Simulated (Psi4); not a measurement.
**BSiH3 (SMILES B[SiH]): UTPSSh/cc-pVTZ**

Aim: the vertical ionisation energy of BSiH3 at UTPSSh/cc-pVTZ, from 2 runs. 

The results are computed with Psi4 1.11.

1 further run of the same task is left out (set aside as unsound or not needed).

## (1) The structure to begin with

BSiH3: 5 atoms, total charge 0, spin state triplet. As SMILES, `B[SiH]`. The coordinates come from a GFN2-xTB relaxation.

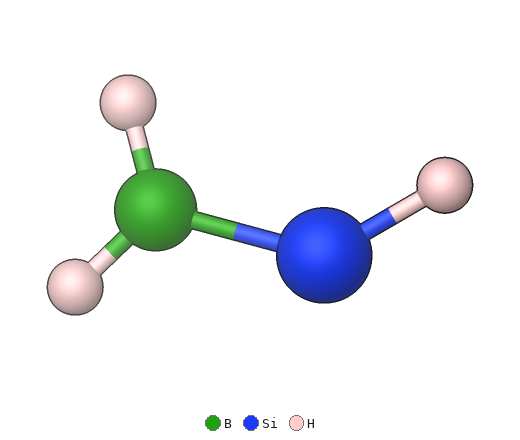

Viewed from a chosen angle; boron green, silicon blue, hydrogen pink.

## (2) Energy and forces at UTPSSh/cc-pVTZ

Input file job.in:

```
memory 1600 MB

molecule {
  0 3
  B
  Si 1 1.878293
  H 1 1.178883 2 120.64458
  H 1 1.176037 3 118.37657 2 -179.89555
  H 2 1.475626 1 134.89801 4 179.93563
  symmetry c1
  no_reorient
  no_com
}

set reference uks
set puream true
set e_convergence 1e-09
set d_convergence 1e-08
set scf_type pk
set dft_radial_points 99
set dft_spherical_points 590
set maxiter 200

e_tot, wfn = gradient("tpssh/cc-pVTZ", return_wfn=True)
oeprop(wfn, "QUADRUPOLE", "MULLIKEN_CHARGES", "WIBERG_LOWDIN_INDICES", title="TPSSH")
```

Command:

```console
$ psi4 job.in job.out -n 1
```

job.out:

```text
[...]
  Running in c1 symmetry.
[...]
  Nuclear repulsion =   36.160538689784410
[...]
  Multiplicity = 3
[...]
  Nalpha       = 12
  Nbeta        = 10
[...]
    Number of basis functions: 106
[...]
   @UKS iter   1:  -315.86512825892208   -3.27072e-01   4.98342e-03 DIIS/ADIIS
[...]
   @UKS iter  13:  -316.07012955970828   -2.10321e-12   3.35279e-09 DIIS
[...]
   @S^2 Observed:                2.005206318E+00
[...]
    Orbital Energies [Eh]
    ---------------------
    Alpha Occupied:
       1A    -66.018912     2A     -6.698000     3A     -5.237996
       4A     -3.589694     5A     -3.587733     6A     -3.580195
       7A     -0.551591     8A     -0.458726     9A     -0.352131
      10A     -0.329069    11A     -0.227488    12A     -0.219194
    Alpha Virtual:
      13A     -0.066376    14A      0.006626    15A      0.063354
      16A      0.111523    17A      0.133059    18A      0.144671
      19A      0.157882    20A      0.165517    21A      0.176269
      22A      0.178010    23A      0.218268    24A      0.240389
      25A      0.245042    26A      0.270884    27A      0.316759
[...]
  @UKS Final Energy:  -316.07012955970828
   => Energetics <=
    Nuclear Repulsion Energy =             36.1605386897844099
    One-Electron Energy =                -507.2587512572046080
    Two-Electron Energy =                 178.5776240674074984
    DFT Exchange-Correlation Energy =     -23.5495410596955672
    Empirical Dispersion Energy =           0.0000000000000000
    VV10 Nonlocal Energy =                  0.0000000000000000
    Total Energy =                       -316.0701295597082776
[...]
  -Total Gradient:
     Atom            X                  Y                   Z
    ------   -----------------  -----------------  -----------------
       1       -0.000073169018    -0.006672468068     0.016708230004
       2        0.000004724133     0.016062262575    -0.021745544161
       3        0.000034698558    -0.007386324469     0.003695946420
       4        0.000023901271     0.007424035260     0.001247111307
       5        0.000009831633    -0.009426659223     0.000094916591
[...]
 Multipole Moments:
 ------------------------------------------------------------------------------------
     Multipole            Electronic (a.u.)      Nuclear  (a.u.)        Total (a.u.)
 ------------------------------------------------------------------------------------
 L = 1.  Multiply by 2.5417464519 to convert [e a0] to [Debye]
 Dipole X            :         -0.0012959            0.0009862           -0.0003097
 Dipole Y            :         -0.8397871            0.9380826            0.0982955
 Dipole Z            :          1.1137203           -0.7822144            0.3315059
 Magnitude           :                                                    0.3457719
 L = 2.  Multiply by 1.3450342976 to convert [e a0^2] to [Debye ang]
 Quadrupole XX       :        -15.4040398            0.0000147          -15.4040251
 Quadrupole XY       :          0.0105814           -0.0098544            0.0007270
[...]
  Mulliken Charges: (a.u.)
   Center  Symbol    Alpha    Beta     Spin     Total
       1     B     2.76179  2.38902  0.37276 -0.15081
       2    SI     7.72308  6.15159  1.57150  0.12533
       3     H     0.50154  0.47009  0.03145  0.02836
       4     H     0.48008  0.49485 -0.01477  0.02507
       5     H     0.53351  0.49445  0.03906 -0.02795
   Total alpha = 12.00000, Total beta = 10.00000, Total charge = -0.00000
  Wiberg Bond Indices using Orthogonal Lowdin Orbitals:
  Total Bond Index:
[...]
```

It took 80 s on 1 thread of Intel Xeon Platinum 8488C (Sapphire Rapids), shared host; peak memory 0.84 GiB.

## (3) The doublet cation, same level

Input file bh3si.json:

```json
{
 "schema_name": "qcschema_input",
 "schema_version": 1,
 "molecule": {
  "schema_name": "qcschema_molecule",
  "schema_version": 2,
  "symbols": ["B", "Si", "H", "H", "H"],
  "geometry": [-0.39066308, -1.33824735, 0.23937161, 1.43766584, 1.56743333, -0.66223562, -2.46361705, -1.17304749, 1.0384423, 0.49811291, -3.36322117, 0.01899175, 0.91848249, 4.30706378, -0.63457003],
  "molecular_charge": 1,
  "molecular_multiplicity": 2,
  "fix_symmetry": "c1"
 },
 "driver": "gradient",
 "model": {
  "method": "tpssh",
  "basis": "cc-pVTZ"
 },
 "keywords": {
  "reference": "uks",
  "puream": true,
  "e_convergence": 1e-09,
  "d_convergence": 1e-08,
  "scf_type": "pk",
  "dft_radial_points": 99,
  "dft_spherical_points": 590,
  "maxiter": 200
 }
}
```

Command:

```console
$ psi4 --qcschema bh3si.json -n 1 --memory 1600MB
```

stdout:

```text
[...]
  Running in c1 symmetry.
[...]
  Nuclear repulsion =   36.160537776294099
[...]
  Multiplicity = 2
[...]
  Nalpha       = 11
  Nbeta        = 10
[...]
    Number of basis functions: 106
[...]
   @UKS iter   1:  -315.51690858405135    2.11480e-02   4.81894e-03 ADIIS/DIIS
[...]
   @UKS iter  21:  -315.74520600043564   -1.18519e-10   3.65405e-09 DIIS
[...]
   @S^2 Observed:                7.605867694E-01
[...]
    Orbital Energies [Eh]
    ---------------------
    Alpha Occupied:
       1A    -66.333580     2A     -6.952812     3A     -5.548044
       4A     -3.900654     5A     -3.897948     6A     -3.887911
       7A     -0.804513     8A     -0.698037     9A     -0.587226
      10A     -0.564250    11A     -0.474203
    Alpha Virtual:
      12A     -0.424582    13A     -0.293352    14A     -0.222850
      15A     -0.152311    16A     -0.087329    17A     -0.071154
      18A     -0.065349    19A     -0.032532    20A     -0.025254
      21A     -0.024452    22A     -0.019701    23A      0.020105
      24A      0.028733    25A      0.033646    26A      0.064958
[...]
  @UKS Final Energy:  -315.74520600043564
   => Energetics <=
    Nuclear Repulsion Energy =             36.1605377762940989
    One-Electron Energy =                -501.1570236252579207
    Two-Electron Energy =                 172.5317095344986171
    DFT Exchange-Correlation Energy =     -23.2804296859704998
    Empirical Dispersion Energy =           0.0000000000000000
    VV10 Nonlocal Energy =                  0.0000000000000000
    Total Energy =                       -315.7452060004357008
[...]
 Multipole Moments:
 ------------------------------------------------------------------------------------
     Multipole            Electronic (a.u.)      Nuclear  (a.u.)        Total (a.u.)
 ------------------------------------------------------------------------------------
 L = 1.  Multiply by 2.5417464519 to convert [e a0] to [Debye]
 Dipole X            :          1.5457563           -1.1315862            0.4141702
 Dipole Y            :          0.6012786           -0.1045807            0.4966978
 Dipole Z            :         -0.6363730            0.4477001           -0.1886729
 Magnitude           :                                                    0.6736788
[...]
  -Total Gradient:
     Atom            X                  Y                   Z
    ------   -----------------  -----------------  -----------------
       1       -0.016874560310     0.041089409927     0.003596788988
       2        0.026993804646    -0.019513324353    -0.008761135756
       3        0.008446271515    -0.017364700093    -0.001948675586
       4       -0.002426427577     0.002814829651     0.000670485970
       5       -0.016140849953    -0.007027699876     0.006443347140
[...]
```

The result, in JSON:

```text
{
 "driver": "gradient",
 "model": {
  "method": "tpssh",
  "basis": "cc-pVTZ"
 },
 "success": true,
 "return_result": [-0.01687456030976066, 0.04108940992707781, 0.003596788987593101, 0.026993804646390784, -0.019513324353344894, -0.008761135756470716, 0.00844627151517291, -0.017364700093407997, -0.001948675585991988, -0.0024264275770543436, 0.002814829651099221, 0.0006704859699213847, -0.01614084995305385, -0.007027699875779531, 0.006443347139630547],
 "properties": {
  "calcinfo_nbasis": 106,
  "calcinfo_nmo": 106,
  "calcinfo_nalpha": 11,
  "calcinfo_nbeta": 10,
  "calcinfo_natom": 5,
  "nuclear_repulsion_energy": 36.1605377762941,
  "return_energy": -315.74520600043564,
  "return_gradient": [-0.01687456030976066, 0.04108940992707781, 0.003596788987593101, 0.026993804646390784, -0.019513324353344894, -0.008761135756470716, 0.00844627151517291, -0.017364700093407997, -0.001948675585991988, -0.0024264275770543436, 0.002814829651099221, 0.0006704859699213847, -0.01614084995305385, -0.007027699875779531, 0.006443347139630547],
  "scf_one_electron_energy": -501.1570236252579,
  "scf_two_electron_energy": 172.53170953449862,
  "scf_xc_energy": -23.2804296859705,
  "scf_dipole_moment": [0.41417018847884846, 0.4966978283450513, -0.18867287570970354],
  "scf_total_energy": -315.74520600043564,
  "scf_total_gradient": [-0.01687456030976066, 0.04108940992707781, 0.003596788987593101, 0.026993804646390784, -0.019513324353344894, -0.008761135756470716, 0.00844627151517291, -0.017364700093407997, -0.001948675585991988, -0.0024264275770543436, 0.002814829651099221, 0.0006704859699213847, -0.01614084995305385, -0.007027699875779531, 0.006443347139630547],
  "scf_iterations": 21
 }
}
```

Run time: 2.1 min. Hardware: 1 thread of Intel Xeon Platinum 8488C (Sapphire Rapids), shared host; peak memory 0.84 GiB.

## (4) What came out

At UTPSSh/cc-pVTZ:

| quantity | value |
| --- | --- |
| triplet BSiH3: total energy | -316.07013 Eh |
| triplet BSiH3: dipole moment | 0.88 D |
| triplet BSiH3: HOMO energy (highest over α and β) | -5.96 eV |
| triplet BSiH3: LUMO energy (lowest over α and β) | -3.73 eV |
| triplet BSiH3: ⟨S²⟩ | 2.005 |
| triplet BSiH3: largest force on an atom | 1.390 eV/Å |
| doublet cation: total energy | -315.74521 Eh |
| doublet cation: HOMO energy (highest over α and β) | -12.90 eV |
| doublet cation: LUMO energy (lowest over α and β) | -11.55 eV |
| doublet cation: ⟨S²⟩ | 0.761 |
| doublet cation: largest force on an atom | 2.292 eV/Å |
| vertical ionisation energy (to the doublet cation) | 8.842 eV |

**Reading.** Removing an electron at fixed nuclei costs 8.84 eV (204 kcal/mol). The largest force (triplet BSiH3) is 1.39 eV/Å: the shape isn't a stationary point for this species at this level. Mulliken charges (triplet BSiH3) run from -0.15 on B1 to +0.13 on Si2; they depend strongly on the basis.
